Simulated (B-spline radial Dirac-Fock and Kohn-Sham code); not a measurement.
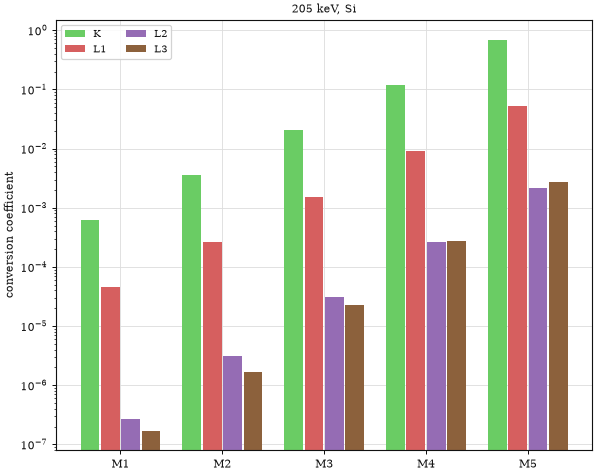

Internal conversion coefficients by shell for magnetic multipoles at a transition energy of 205 keV (K and L shells). System: silicon (Z = 14). The calculation used a Dirac–Hartree–Slater potential of the neutral atom, no hole, surface-current nucleus (a radial B-spline solver).

Q: How does the sum of the shells shown change with multipole order?

A: From 6.63 × 10⁻⁴ for M1 to 0.754 for M5.

Q: Which of the shells shown converts most for M4?

A: K, with α = 0.120 out of 0.130 for those shown.

Q: What are the L1 : L2 : L3 ratios for M4?

A: 33.1 : 0.990 : 1.
